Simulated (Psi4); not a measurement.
# UPBE/6-311+G(d,p) (sweep point 4) run of SiHClF (SMILES F[SiH]Cl)

Aim: the vertical doublet–quartet gap of SiHClF at UPBE/6-311+G** (sweep point 4), from 2 runs. 

The results are computed with Psi4 1.11.

4 further runs of the same task are left out: 4 set aside as unsound or not needed.

**1. The molecule**

SiHClF has 4 atoms, charge 0, and is taken as a doublet. SMILES: `F[SiH]Cl`. The coordinates come from a GFN2-xTB relaxation.

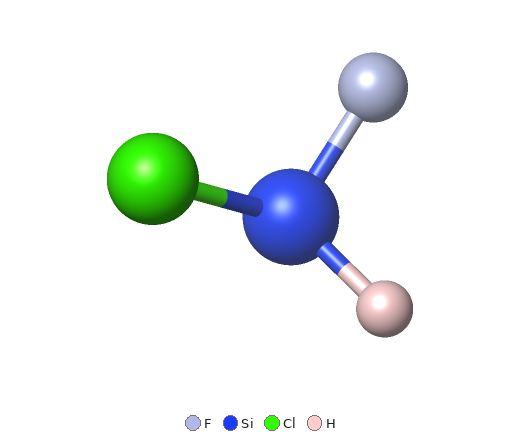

Viewed from a chosen angle; fluorine light blue, silicon blue, chlorine green, hydrogen pink.

**2. A single-point energy at UPBE/6-311+G(d,p) (sweep point 4)**

Input file job.in:

```
memory 1.6 GB

molecule geom {
  0 2
  F     -0.992950    -0.342310     1.062500
  Si    -0.204890    -0.223210    -0.347440
  Cl     1.732630    -0.546640     0.075470
  H     -0.534790     1.112160    -0.790530
  units angstrom
  symmetry c1
}

set {
  basis                6-311+G**
  reference            uks
  puream               true
  scf_type             pk
  dft_radial_points    50
  dft_spherical_points 194
  maxiter              150
}

result, w = energy('pbe', return_wfn=True)
print_variables()
```

Run with:

```sh
$ psi4 -i job.in -o job.out -n 1
```

job.out:

```text
[...]
  Running in c1 symmetry.
[...]
  Nuclear repulsion =  141.879665378919924
[...]
  Multiplicity = 2
[...]
  Nalpha       = 21
  Nbeta        = 20
[...]
    Number of basis functions: 88
[...]
   @UKS iter   1:  -849.69944257779787   -1.16547e-01   6.52150e-03 ADIIS/DIIS
[...]
   @UKS iter   9:  -849.80177301267577   -1.60458e-08   8.30236e-07 DIIS
[...]
   @S^2 Observed:                7.513473197E-01
[...]
    Orbital Energies [Eh]
    ---------------------
    Alpha Occupied:
       1A   -100.711911     2A    -65.474773     3A    -24.259073
       4A     -9.206812     5A     -7.030768     6A     -7.023945
       7A     -7.023449     8A     -5.128420     9A     -3.540671
      10A     -3.540146    11A     -3.536590    12A     -1.102383
      13A     -0.789324    14A     -0.516267    15A     -0.424292
      16A     -0.416009    17A     -0.398291    18A     -0.353514
      19A     -0.327915    20A     -0.318431    21A     -0.209573
    Alpha Virtual:
      22A     -0.048191    23A     -0.029122    24A     -0.006888
      25A      0.023851    26A      0.038786    27A      0.047879
[...]
  @UKS Final Energy:  -849.80177301267577
   => Energetics <=
    Nuclear Repulsion Energy =            141.8796653789199240
    One-Electron Energy =               -1458.7495010102538799
    Two-Electron Energy =                 526.6708939046508249
    DFT Exchange-Correlation Energy =     -59.6028312859926999
    Empirical Dispersion Energy =           0.0000000000000000
    VV10 Nonlocal Energy =                  0.0000000000000000
    Total Energy =                       -849.8017730126757669
[...]
 Multipole Moments:
 ------------------------------------------------------------------------------------
     Multipole            Electronic (a.u.)      Nuclear  (a.u.)        Total (a.u.)
 ------------------------------------------------------------------------------------
 L = 1.  Multiply by 2.5417464519 to convert [e a0] to [Debye]
 Dipole X            :          0.7351027           -0.7707794           -0.0356768
 Dipole Y            :         -1.3430644            1.5277147            0.1846503
 Dipole Z            :          1.0935711           -1.6866096           -0.5930385
 Magnitude           :                                                    0.6221440
[...]
```

Run time: 2.8 s. Hardware: 1 thread of Intel Xeon 6975P-C (Granite Rapids), shared host; peak memory 0.38 GiB.

**3. The quartet at the same level**

Input file calc.in:

```
memory 1600 MB

molecule {
  0 4
  F     -0.992950    -0.342310     1.062500
  Si    -0.204890    -0.223210    -0.347440
  Cl     1.732630    -0.546640     0.075470
  H     -0.534790     1.112160    -0.790530
  symmetry c1
}

set globals {
  basis                6-311+G**
  reference            uks
  puream               true
  scf_type             pk
  dft_radial_points    50
  dft_spherical_points 194
  maxiter              150
}

e = energy("pbe")
```

Run with:

```sh
$ psi4 calc.in calc.out -n 1
```

calc.out:

```text
[...]
  Running in c1 symmetry.
[...]
  Nuclear repulsion =  141.879665378919924
[...]
  Multiplicity = 4
[...]
  Nalpha       = 22
  Nbeta        = 19
[...]
    Number of basis functions: 88
[...]
   @UKS iter   1:  -849.31875932355342    2.64136e-01   7.40823e-03 DIIS/ADIIS
[...]
   @UKS iter  15:  -849.52442650383887   -2.74815e-09   8.30217e-07 DIIS
[...]
   @S^2 Observed:                3.752633275E+00
[...]
    Orbital Energies [Eh]
    ---------------------
    Alpha Occupied:
       1A   -100.788870     2A    -65.474142     3A    -24.284113
       4A     -9.282173     5A     -7.109684     6A     -7.101199
       7A     -7.095976     8A     -5.129142     9A     -3.541961
      10A     -3.540294    11A     -3.537792    12A     -1.125028
      13A     -0.857183    14A     -0.551818    15A     -0.461780
      16A     -0.454505    17A     -0.418709    18A     -0.399307
      19A     -0.391260    20A     -0.374345    21A     -0.219727
      22A     -0.072807
    Alpha Virtual:
      23A     -0.052554    24A     -0.022136    25A      0.010858
[...]
  @UKS Final Energy:  -849.52442650383887
   => Energetics <=
    Nuclear Repulsion Energy =            141.8796653789199240
    One-Electron Energy =               -1457.1318180242615199
    Two-Electron Energy =                 525.2603571652707615
    DFT Exchange-Correlation Energy =     -59.5326310237681255
    Empirical Dispersion Energy =           0.0000000000000000
    VV10 Nonlocal Energy =                  0.0000000000000000
    Total Energy =                       -849.5244265038388676
[...]
 Multipole Moments:
 ------------------------------------------------------------------------------------
     Multipole            Electronic (a.u.)      Nuclear  (a.u.)        Total (a.u.)
 ------------------------------------------------------------------------------------
 L = 1.  Multiply by 2.5417464519 to convert [e a0] to [Debye]
 Dipole X            :          1.7021397           -0.7707794            0.9313603
 Dipole Y            :         -1.3337269            1.5277147            0.1939878
 Dipole Z            :          1.7853065           -1.6866096            0.0986969
 Magnitude           :                                                    0.9564540
[...]
```

It took 3.6 s on 1 thread of Intel Xeon 6975P-C (Granite Rapids), shared host; peak memory 0.38 GiB.

**4. Results**

Level: UPBE/6-311+G** (sweep point 4).

| quantity | value |
| --- | --- |
| doublet: total energy | -849.80177 Eh |
| doublet: dipole moment | 1.58 D |
| doublet: HOMO energy (highest over α and β) | -5.70 eV |
| doublet: LUMO energy (lowest over α and β) | -3.97 eV |
| doublet: ⟨S²⟩ | 0.751 |
| quartet: total energy | -849.52443 Eh |
| quartet: dipole moment | 2.43 D |
| quartet: HOMO energy (highest over α and β) | -1.98 eV |
| quartet: ⟨S²⟩ | 3.753 |
| vertical energy of the quartet above the doublet | 7.547 eV |

**Reading.** At this shape the quartet lies 7.55 eV (174 kcal/mol) above the doublet.
